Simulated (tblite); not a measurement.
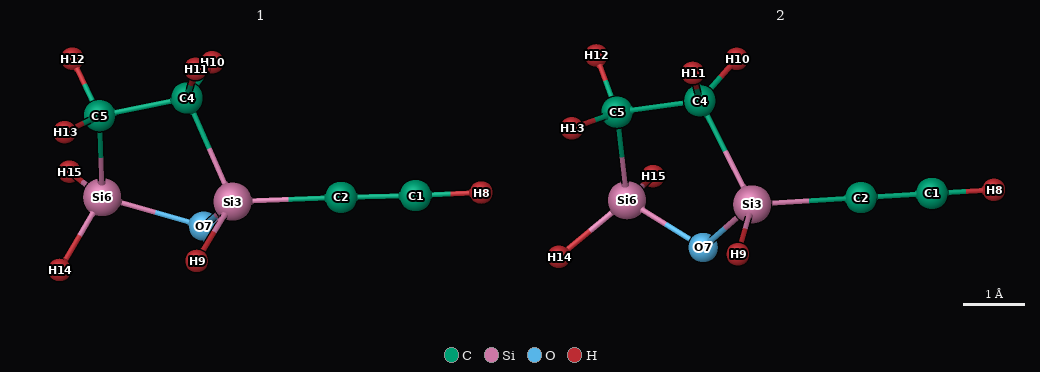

Two geometries of C₄H₈OSi₂, drawn at one scale. One is the start of a relaxation, the other its converged end. A ball-and-stick model, seen at a tilt.

These are results of tblite 0.8.0, GFN2-xTB geometry optimisation, gas phase, not measurements. 

Which of the two is the end point?

Structure 2 is the relaxed one. The atom that moves furthest after the best rigid fit is H15 (1.06 Å). By element the largest moves are H 1.06 Å, O 0.90 Å, C 0.49 Å, Si 0.39 Å. Among the contacts that change: Si6–O7 1.741 → 1.638 Å, Si3–O7 1.735 → 1.643 Å, C2–Si3 1.790 → 1.849 Å, Si3–C4 1.865 → 1.910 Å. Bond angles that change, for instance: Si3–O7–Si6 97.8° → 120.0°, C5–Si6–O7 105.4° → 98.4°, H10–C4–H11 113.1° → 106.4°. Groups turn about Si3–O7 by about 40°, Si6–O7 by about 40°, Si3–C4 by about 35°. The energy falls by 20.7 kcal/mol in 79 geometry steps. Cost: 0.96 s on 1 thread of Arm Neoverse N1 (shared host).
